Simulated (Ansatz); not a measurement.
Nudged elastic band of AlSiNH6ClF (part 2 of 2)

Continued. System: AlSiNH6ClF. Method: RKS PBE/def2-SVP (Ansatz 0.2.0). It belongs to a series of runs on one base structure; here: band between the two ends.

Geometry of the input (Å):
```
Al 0.0444  -0.3162  0.1149
F  -0.2192  -1.2834  1.4620
Cl 1.9416  -0.3419  -0.8132
N  -1.3517  0.3852  -0.7435
H  -2.3241  0.2552  -0.4556
H  -1.3101  0.7513  -1.6969
Si -0.0638  2.6332  1.0394
H  0.7303  3.5068  1.9730
H  0.2986  2.9511  -0.3756
H  -1.5259  2.7538  1.3326
H  0.3968  1.2198  1.3980
```

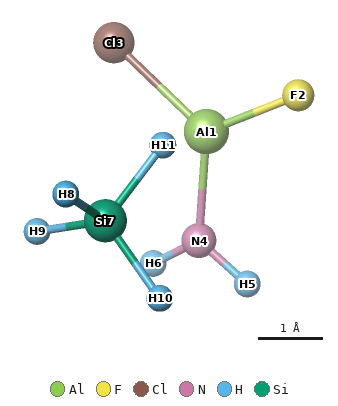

Fig. 1: The structure as given in the input (ball-and-stick view, seen at a tilt; atoms are numbered from 1 in the order of the input). Sticks mark near contacts.

What the program printed, continued:
```
NEB iter  40: max|band force component| = 5.029e-2 eV/Å  barrier→ = 1.4695 eV  barrier← = 0.1111 eV  CI = image 4  Δτ_max = 0.0154 Å  (148 SCF iters)
the calculation of the forces begins
reference -31275.45964614 eV, -1149.3519427278 hartree; 33, 33 occupied and 79, 79 virtual orbitals, 1252 factors
1252 factors; their error is unknown
mean field -31275.41388989 eV, -1149.3502612165 hartree, gradient 1.2e-5 eV, S^2 0.000000; 1 other end points of the search recorded, 0 dependent functions left out
the calculation of the forces begins
reference -31275.41393221 eV, -1149.3502627717 hartree; 33, 33 occupied and 79, 79 virtual orbitals, 1252 factors
NEB iter  41: max|band force component| = 2.781e-2 eV/Å  barrier→ = 1.4693 eV  barrier← = 0.1109 eV  CI = image 4  Δτ_max = 0.0000 Å  (281 SCF iters)
```

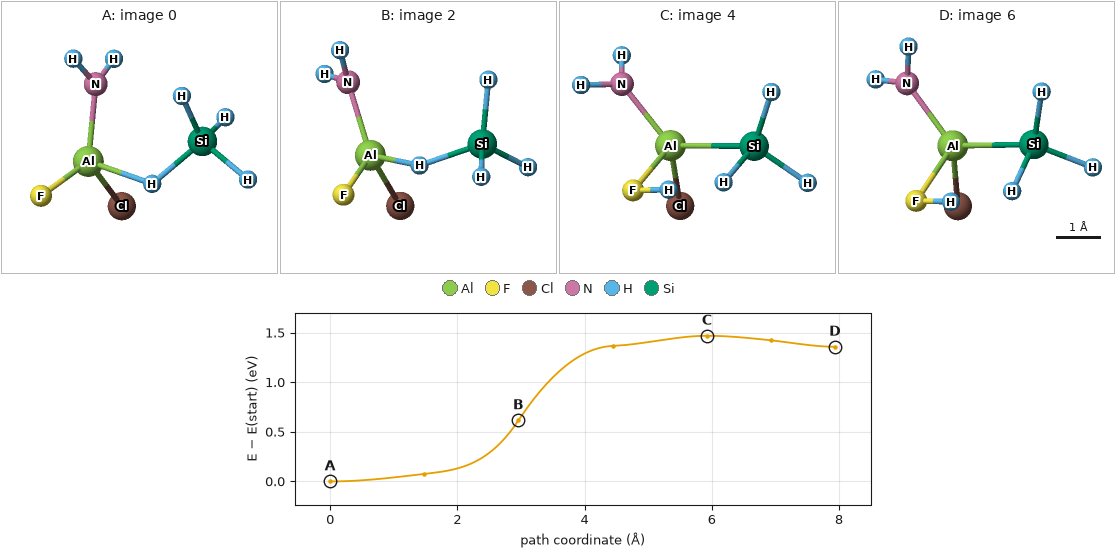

Fig. 2: Images of the last band (counted from 0; ball-and-stick, seen at a tilt) above the energy along the path; the line is a cubic interpolation that uses the forces. The highest image is number 4, 1.469 eV above the start and 0.111 eV above the end (the climbing image); the end lies 1.358 eV above the start. The path is 7.94 Å long. The band converged in 41 iterations.

```
Total energy: -31275.41393221 eV, -1149.3502627717 hartree
Atom 0 at    -0.082957     0.582877    -0.391240 Å, force    -0.002220     0.005369    -0.011707 eV/Å
Atom 1 at     0.058870    -0.085199     1.497517 Å, force    -0.001120     0.001507     0.018755 eV/Å
Atom 2 at     1.721385    -0.017213    -1.371386 Å, force    -0.000207    -0.000161    -0.000934 eV/Å
Atom 3 at    -1.691802    -0.084441    -0.828706 Å, force    -0.008102    -0.008312    -0.015405 eV/Å
Atom 4 at    -2.127530    -0.845100    -0.300311 Å, force     0.004596     0.003428     0.009767 eV/Å
Atom 5 at    -2.029751    -0.119510    -1.793834 Å, force     0.004875     0.005061     0.003668 eV/Å
Atom 6 at     0.111135     2.768846     0.746058 Å, force    -0.004398    -0.006316     0.005978 eV/Å
Atom 7 at     0.242208     2.202432     2.209067 Å, force    -0.003257     0.006579    -0.003545 eV/Å
Atom 8 at     1.355857     3.610755     0.658105 Å, force     0.003737     0.001414     0.001300 eV/Å
Atom 9 at    -1.084622     3.671335     0.903729 Å, force     0.000891     0.000551    -0.000029 eV/Å
Atom 10 at     0.144105     0.830020     1.906200 Å, force     0.005204    -0.009119    -0.007849 eV/Å
Dipole moment:    -0.364932     0.043555     0.269826 e Å
this run last wrote the band of iteration 41 to [file]
```

The last band as extended XYZ (Å, eV, eV/Å):
```
11
Properties=species:S:1:pos:R:3:forces:R:3 image=0 energy=-31276.88321
Al    0.0444   -0.3162    0.1149    0.0107  -0.0154   0.0182
F    -0.2192   -1.2834    1.4620    0.0062   0.0053  -0.0073
Cl    1.9416   -0.3419   -0.8132   -0.0147   0.0005   0.0042
N    -1.3517    0.3852   -0.7435    0.0007   0.0166  -0.0217
H    -2.3241    0.2552   -0.4556   -0.0039  -0.0054   0.0113
H    -1.3101    0.7513   -1.6969    0.0018  -0.0002  -0.0034
Si   -0.0638    2.6332    1.0394   -0.0141  -0.0134  -0.0028
H     0.7303    3.5068    1.9730   -0.0007   0.0003   0.0013
H     0.2986    2.9511   -0.3756   -0.0019  -0.0014   0.0094
H    -1.5259    2.7538    1.3326    0.0189  -0.0010  -0.0041
H     0.3968    1.2198    1.3980   -0.0030   0.0142  -0.0052
11
Properties=species:S:1:pos:R:3:forces:R:3 image=1 energy=-31276.80749
Al   -0.0131   -0.2939   -0.0058    0.0046  -0.0184   0.0005
F    -0.0046   -1.1110    1.4628   -0.0129  -0.0302   0.0002
Cl    1.8066   -0.0778   -1.0575    0.0063   0.0010   0.0150
N    -1.5374    0.0570   -0.8415    0.0075   0.0044   0.0085
H    -2.4657   -0.0758   -0.4353    0.0046  -0.0137   0.0030
H    -1.6094    0.2224   -1.8468    0.0075   0.0554  -0.0063
Si    0.0824    2.7903    1.1739   -0.0058   0.0013   0.0001
H     0.6810    3.3420    2.4344    0.0158   0.0320  -0.0106
H     0.9045    3.1552   -0.0216   -0.0191  -0.0165  -0.0253
H    -1.3421    3.2235    1.0177   -0.0079  -0.0131   0.0086
H     0.1147    1.2829    1.3549   -0.0005  -0.0022   0.0063
11
Properties=species:S:1:pos:R:3:forces:R:3 image=2 energy=-31276.26683
Al   -0.0460   -0.0102   -0.1179    0.0492  -0.5133   0.2247
F     0.1808   -0.5989    1.4660   -0.0297  -0.4255  -0.0965
Cl    1.6867   -0.0397   -1.3304    0.0079   0.0987  -0.0040
N    -1.6312   -0.0426   -0.9234   -0.0042   0.0471   0.0056
H    -2.5446    0.1412   -0.5050    0.0285  -0.0507   0.1036
H    -1.7508   -0.6554   -1.7350   -0.0014   0.1799  -0.1200
Si    0.1305    2.7990    1.1829    0.0641   0.0469   0.3573
H     0.4338    2.8020    2.6376    0.0725   0.4903   0.3556
H     1.2293    3.4354    0.3921   -0.0064  -0.1815  -0.1078
H    -1.2030    3.4184    0.8989   -0.0312  -0.1503  -0.0769
H     0.1316    1.2657    1.2695   -0.1493   0.4585  -0.6415
11
Properties=species:S:1:pos:R:3:forces:R:3 image=3 energy=-31275.51615
Al   -0.0886    0.5680   -0.3720    0.0006   0.0070  -0.0078
F     0.2234   -0.1406    1.5540    0.0164   0.0030   0.0295
Cl    1.6855   -0.1042   -1.3500   -0.0037  -0.0013   0.0024
N    -1.6412   -0.0878   -0.9502    0.0091   0.0192   0.0158
H    -2.5658    0.1891   -0.6171   -0.0267   0.0323  -0.0226
H    -1.7254   -0.8444   -1.6315    0.0092  -0.0371  -0.0034
Si    0.0483    2.7341    0.8109   -0.0048  -0.0037   0.0183
H     0.3503    2.2382    2.2583    0.0009   0.0144  -0.0068
H     1.2133    3.6478    0.5409   -0.0047  -0.0010  -0.0062
H    -1.1903    3.5665    1.0213   -0.0032  -0.0060   0.0036
H     0.3076    0.7481    1.9706    0.0068  -0.0268  -0.0229
11
Properties=species:S:1:pos:R:3:forces:R:3 image=4 energy=-31275.41389
Al   -0.0830    0.5829   -0.3912   -0.0022   0.0054  -0.0117
F     0.0589   -0.0852    1.4975   -0.0011   0.0015   0.0188
Cl    1.7214   -0.0172   -1.3714   -0.0002  -0.0002  -0.0009
N    -1.6918   -0.0844   -0.8287   -0.0081  -0.0083  -0.0154
H    -2.1275   -0.8451   -0.3003    0.0046   0.0034   0.0098
H    -2.0298   -0.1195   -1.7938    0.0049   0.0051   0.0037
Si    0.1111    2.7688    0.7461   -0.0044  -0.0063   0.0060
H     0.2422    2.2024    2.2091   -0.0033   0.0066  -0.0035
H     1.3559    3.6108    0.6581    0.0037   0.0014   0.0013
H    -1.0846    3.6713    0.9037    0.0009   0.0006   0.0000
H     0.1441    0.8300    1.9062    0.0052  -0.0091  -0.0078
11
Properties=species:S:1:pos:R:3:forces:R:3 image=5 energy=-31275.45960
Al   -0.0692    0.5278   -0.3466    0.0032  -0.0077   0.0056
F     0.1682   -0.0986    1.5708    0.0059  -0.0095   0.0059
Cl    1.7305   -0.2290   -1.2210    0.0010  -0.0155   0.0130
N    -1.7034   -0.0918   -0.7560   -0.0147   0.0021  -0.0055
H    -1.9175   -1.0913   -0.8167    0.0289  -0.0189  -0.0382
H    -2.3196    0.4110   -1.4002   -0.0161   0.0406   0.0372
Si    0.0883    2.7544    0.7049   -0.0073  -0.0016  -0.0017
H     0.2409    2.2622    2.1831   -0.0052   0.0030  -0.0029
H     1.3198    3.6051    0.5448   -0.0024   0.0015  -0.0091
H    -1.1180    3.6497    0.8166   -0.0043  -0.0019  -0.0089
H     0.1968    0.8153    1.9555    0.0111   0.0080   0.0047
11
Properties=species:S:1:pos:R:3:forces:R:3 image=6 energy=-31275.52479
Al   -0.0809    0.4956   -0.3007   -0.0036   0.0039  -0.0048
F     0.1144   -0.0752    1.6995    0.0018  -0.0033  -0.0074
Cl    1.7026   -0.3893   -1.0714   -0.0005   0.0006   0.0031
N    -1.6410   -0.0980   -0.9243    0.0161  -0.0043   0.0009
H    -1.7605   -0.9744   -1.4369   -0.0093  -0.0007  -0.0013
H    -2.5375    0.3820   -0.8289   -0.0055   0.0033   0.0005
Si    0.0855    2.7452    0.7020   -0.0023  -0.0074  -0.0013
H     0.4130    2.3748    2.1764   -0.0013  -0.0019   0.0010
H     1.2281    3.6498    0.3282    0.0011   0.0019   0.0005
H    -1.1666    3.5704    0.8562    0.0006   0.0002  -0.0016
H     0.2599    0.8338    2.0351    0.0028   0.0076   0.0103
```

Results in brief:

```csv
quantity,value
outcome,converged
"barrier, forward",1.469 eV
"barrier, backward",0.111 eV
hardware,"4 threads of AMD EPYC (Zen 3), 32 GiB of memory available, shared host"
wall time,3.3 min (CPU time 12 min)
peak memory,0.18 GiB
```

Remarks:

The order of the saddle point was not checked.
